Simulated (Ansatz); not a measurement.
Density of states of NbW2 (P6_3/mmc, 12 atoms in the cell).

```xyz
12
Lattice="5.4002 0.0000 0.0000 -2.7001 4.6767 0.0000 0.0000 0.0000 8.8565" Properties=species:S:1:pos:R:3 pbc="T T T"
Nb     0.0000     3.1178     0.5567
Nb     2.7001     1.5589     4.9850
Nb     2.7001     1.5589     8.2998
Nb     0.0000     3.1178     3.8716
W      0.0000     0.0000     0.0000
W      0.0000     0.0000     4.4283
W      4.0270     0.7928     2.2141
W      1.3270     3.8839     6.6424
W      2.7001     3.0911     2.2141
W     -1.3270     3.8839     6.6424
W      1.3731     0.7928     2.2141
W      0.0000     1.5855     6.6424
```

Level of theory: PBE (plane waves, PAW; Ansatz, a quantum-chemistry and plane-wave program).

SCF settings: kpoints.mp_grid.grid = 5 5 3; hamiltonian.xc = pbe; hamiltonian.pseudopotentials = {kind: paw} (the program's default PAW files); scf.occupations.method = cold; scf.occupations.width = 0.2 eV. Keys of the DOS step: output.dos.nscf_kmesh.grid = 8 8 5.

The starting cell was generated: these elements placed on a structure prototype, without a prior relaxation; it need not be a known phase or ordering of this composition. Its lattice was rescaled by a random factor within 2.5 % of one. Spin-orbit coupling is off. Spin polarisation is off.

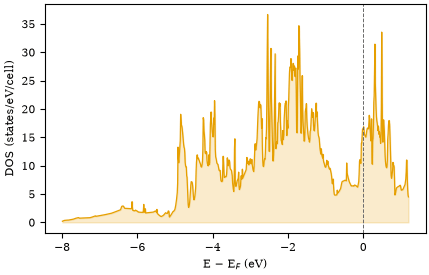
Total density of states, both spins summed.

Total DOS (both spins), as means of the tabulated values in each energy bin; the zero is the program's Fermi level or highest filled level, and the curve is cut to this window:

```csv
E (eV),states/eV/cell
-7.88,0.38
-7.62,0.70
-7.38,0.79
-7.12,1.06
-6.88,1.35
-6.62,1.78
-6.38,2.51
-6.12,2.31
-5.88,1.87
-5.62,1.80
-5.38,1.36
-5.12,1.67
-4.88,11.6
-4.62,6.40
-4.38,9.89
-4.12,13.8
-3.88,11.5
-3.62,9.44
-3.38,7.48
-3.12,9.47
-2.88,13.8
-2.62,17.1
-2.38,17.9
-2.12,17.7
-1.88,25.1
-1.62,21.8
-1.38,17.3
-1.12,13.2
-0.88,8.44
-0.62,6.03
-0.38,7.24
-0.12,9.58
0.12,15.9
0.38,19.6
0.62,13.6
0.88,7.07
```

Around zero the curve holds about 14 states/eV/cell.

Keys are those of Ansatz 0.2.
